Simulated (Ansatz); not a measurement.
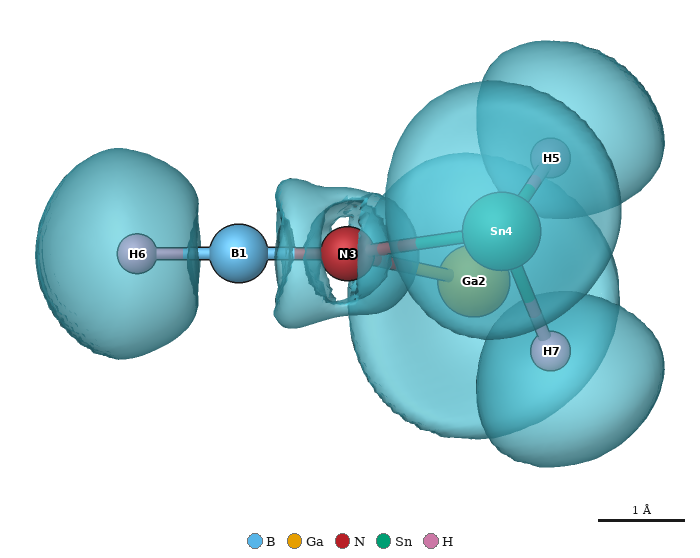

The picture shows: BGaH3NSn. Isosurface of the ELF at 0.8 (cyan), seen from one side. Core shells and regions of very low density are left out.

Geometry: PBE0-D3(BJ)/def2-SVP; core potentials replace the inner electrons of Sn.

Method: isolated molecule in a Gaussian basis; Kohn-Sham density functional theory, functional PBE0 (Ansatz 0.2.0).

| atom | x (Å) | y (Å) | z (Å) |
| --- | --- | --- | --- |
| B | 0.9741 | 1.5726 | 3.3761 |
| Ga | 1.8775 | -1.4555 | 3.0889 |
| N | 1.1703 | 0.5439 | 2.6620 |
| Sn | 1.0426 | -0.2334 | 0.5850 |
| H | 0.4616 | -1.7266 | 1.5350 |
| H | 0.7998 | 2.5190 | 4.0672 |
| H | 2.6220 | -1.0452 | 1.1472 |

Q: What do the ELF domains correspond to?

A: The ELF exceeds this value in three regions around hydrogen nuclei, one region on N in which the atom's valence shell and bonds are merged, one lobe on Ga, pointing away from the bonds (lone pairs) and one lobe on Sn, pointing away from the bonds (lone pairs). Along the contacts the grid gives the following. B–N (1.27 Å): the ELF peaks at about 0.85 between the atoms, as expected for a polar covalent bond. Ga–N (2.16 Å): the ELF peaks at about 0.85 in the valence shell of N, 0.6 Å from its nucleus, and is about 0.30 at the midpoint.
